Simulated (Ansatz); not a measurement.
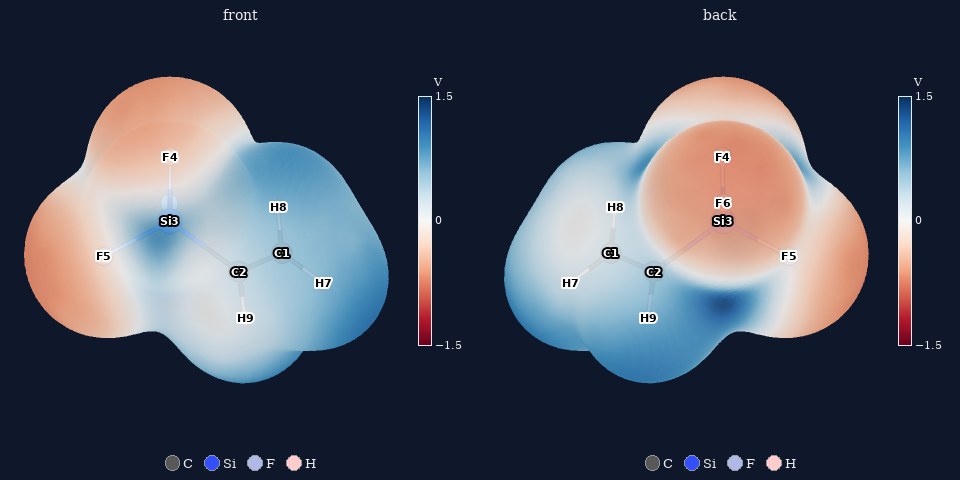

*C2H3F3Si (SMILES C=C[Si](F)(F)F). The molecular electrostatic potential painted on the density surface at 0.001 e/bohr³, seen from the front and from behind; red is negative and blue positive.*

Geometry: PBE0-D4/def2-TZVP.

These are results of RKS PBE0-D4/def2-TZVPP (Ansatz), not measurements.

Input file:

```
crystal:
  periodic: [false, false, false]
  atoms:
    - {symbol: C, position_ang: [0.198153, -1.493705, 0.354966]}
    - {symbol: C, position_ang: [0.386536, -0.202121, 0.613113]}
    - {symbol: Si, position_ang: [-0.262832, 1.105515, -0.481406]}
    - {symbol: F, position_ang: [-1.037508, 0.473171, -1.701856]}
    - {symbol: F, position_ang: [0.884903, 2.018163, -1.063177]}
    - {symbol: F, position_ang: [-1.258859, 2.070101, 0.271033]}
    - {symbol: H, position_ang: [0.585147, -2.270971, 1.006889]}
    - {symbol: H, position_ang: [-0.351153, -1.828490, -0.519428]}
    - {symbol: H, position_ang: [0.944113, 0.081937, 1.502667]}
basis:
  gaussian: {orbitals: def2-TZVPP}
hamiltonian: {xc: pbe0, dispersion: d4}
output: {orbitals: {seedname: orbitals}}
```

Launched as:

```sh
ansatz run in.yaml --threads 4 --pin off --events-out ev --progress --plain --max-ram 10444MiB
```

Question: Where is the surface potential most negative and most positive?

Answer: The most negative region (about −0.7 V) lies over F5 and F6, the most positive (about +1.3 V) over Si3.
